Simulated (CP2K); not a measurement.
Methylthioacetylene has these distinct C atoms: C1 (bonded to C and H), C2 (bonded to C and S) and C4 (bonded to S and 3 H).

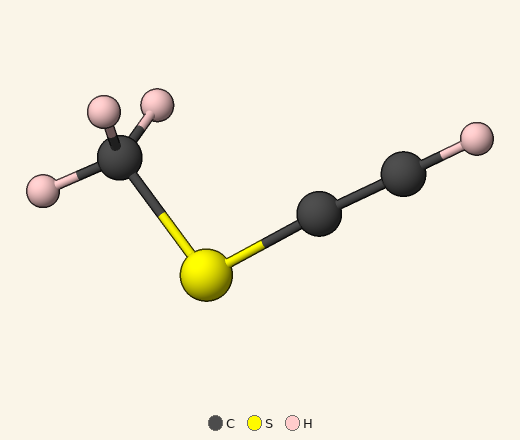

The molecule (carbon dark grey, sulfur yellow, hydrogen pink).

```xyz
8

C     1.9667    0.4031    1.1233
C     1.2443   -0.1614    0.3186
S     0.3200   -0.9884   -0.8119
C    -1.2893   -0.1488   -0.6303
H     2.5926    0.8953    1.8374
H    -1.1954    0.9151   -0.8737
H    -1.9613   -0.6348   -1.3490
H    -1.6777   -0.2800    0.3855
```

Their partial C K spectra (CP2K XAS_TDP, all-electron GAPW, PBEh(45%), aug-cc-pVDZ, TDA, GW2X-corrected core level, no relativity) are given in random order, each times the number of alike atoms.

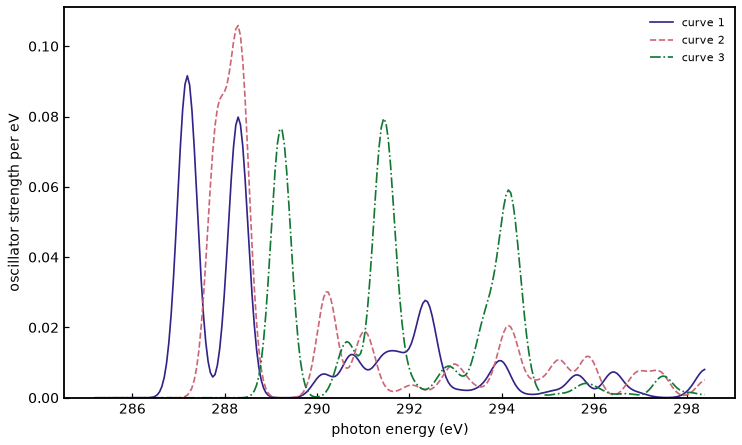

Gaussian full width 0.5 eV, oscillator strength per eV, alike atoms added, rows of zeros left out.

**Question.** Which curve belongs to which atom?

Curve 1: C1 (bonded to C and H), leading line at 287.19 eV (f = 0.049 an atom), ionisation energy 291.91 eV, term value 4.72 eV. Curve 2: C2 (bonded to C and S), leading line at 287.83 eV (f = 0.040 an atom), ionisation energy 292.29 eV, term value 4.46 eV. Curve 3: C4 (bonded to S and 3 H), leading line at 289.21 eV (f = 0.041 an atom), ionisation energy 292.96 eV, term value 3.75 eV. The leading line of an atom is its first one with 35 % of the strongest within 2.5 eV of its lowest line over the strength cut. A line lies at the core ionisation energy, which rises as an atom loses charge to its neighbours or to a π system, less the term value, which is large for a low π* or σ* orbital with weight on that atom.

[Banner, clock and machine lines of the logs are left out without a mark of their own.]

[Logs are printed without paths, hosts, clocks, repeated set-up lines and the standing remarks that a program may print on its own settings, such as how far it seeks lower states.]

[Hosts, paths, dates, database ids (printed as entryN), source tags and the programs' standing remarks are cut or masked in the printed files.]
